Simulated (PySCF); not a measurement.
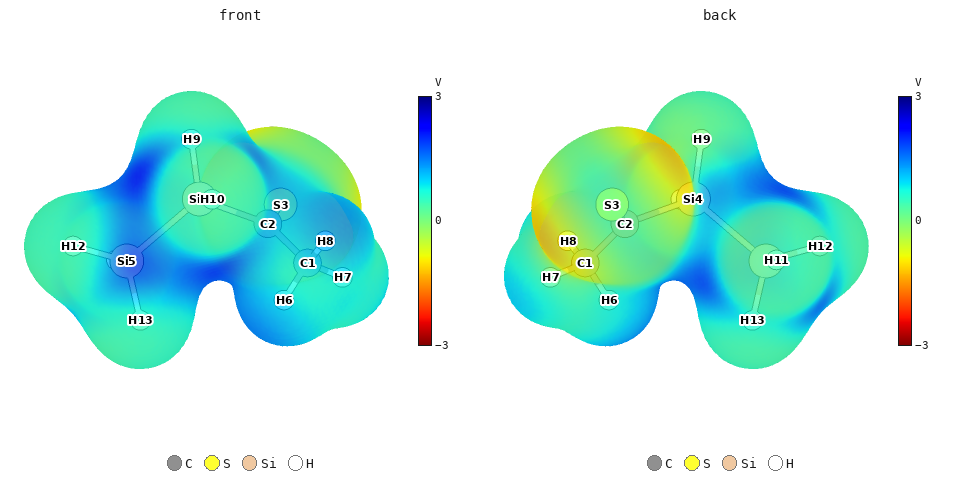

Figure 1: C2H8SSi2. The molecular electrostatic potential painted on the density surface at 0.004 e/bohr³, seen from the front and from behind; the colour scale runs from red (negative) to blue (positive).

Geometry: GFN2-xTB, NEB image 0 of 0 to 8.

Method: PBE0/pcSseg-1, SCF density, gas phase, non-relativistic in PySCF 2.14.0.

Input

```
{"job": {"kind": "nmr", "xc": "PBE0", "basis": "pcSseg-1", "pop": false}, "charge": 0, "multiplicity": 1}
C      1.924900     0.239000     0.826400
C      1.053100    -0.690800     0.062200
S      1.127900    -2.301300     0.308100
Si    -0.238000     0.003100    -1.143600
Si    -2.243500     0.184100     0.004700
H      1.315300     0.987200     1.334800
H      2.535600    -0.289000     1.556500
H      2.576500     0.771800     0.132000
H     -0.253300    -0.906700    -2.289400
H      0.317000     1.283300    -1.610200
H     -2.744400    -1.108900     0.469400
H     -3.270000     0.781200    -0.851800
H     -2.105700     1.047600     1.183200
```

Run with:

```sh
OMP_NUM_THREADS=1 python probes_run.py task.json out
```

**Where is the surface potential most negative and most positive?**

The most negative region (about −1.2 V, or −28 kcal/mol for a unit charge) lies over S3, the most positive (about +2.0 V, or +46 kcal/mol for a unit charge) over Si4.
